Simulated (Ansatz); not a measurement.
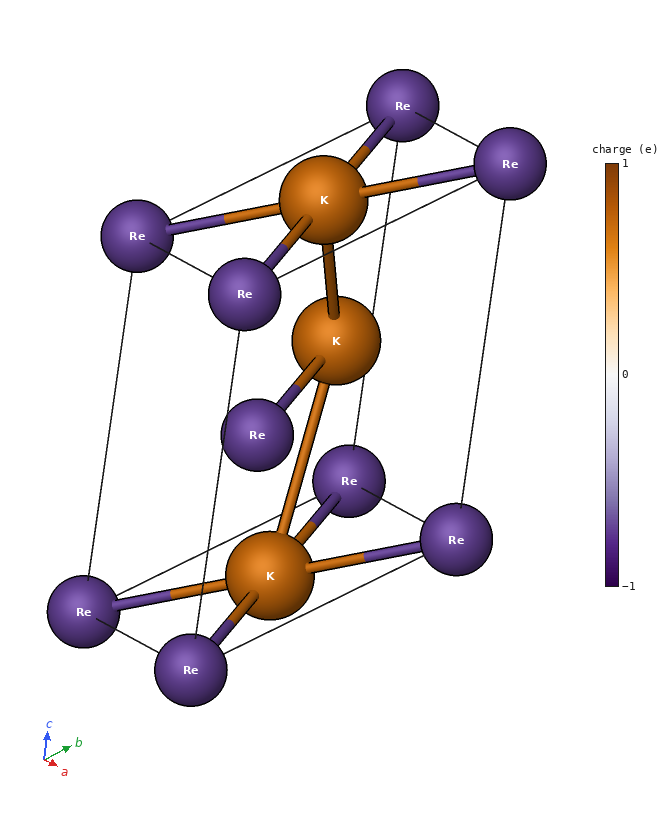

Ball-and-stick representation of a periodic structure, projected slightly off an axis. The box is the simulation cell; atoms on or close to its faces, edges and corners are drawn wherever they repeat. The atoms of this KRe cell are coloured by their Bader charge.

The calculation used DFT, PAW plane waves, r2SCAN (Ansatz 0.2.0), with plane-wave cutoff 500 eV, a 6×6×6 k-point grid, tetrahedron occupations, no spin polarisation.

Q: What charges do the elements carry?

A: Most positive: K; most negative: Re. Charges: about K +0.7 e; Re -0.7 e.

The model is a generated cell, made by putting these elements into a known structure type (the compound may or may not exist in this form); its atoms and cell weren't optimised. A calculation with Ansatz used it as input.
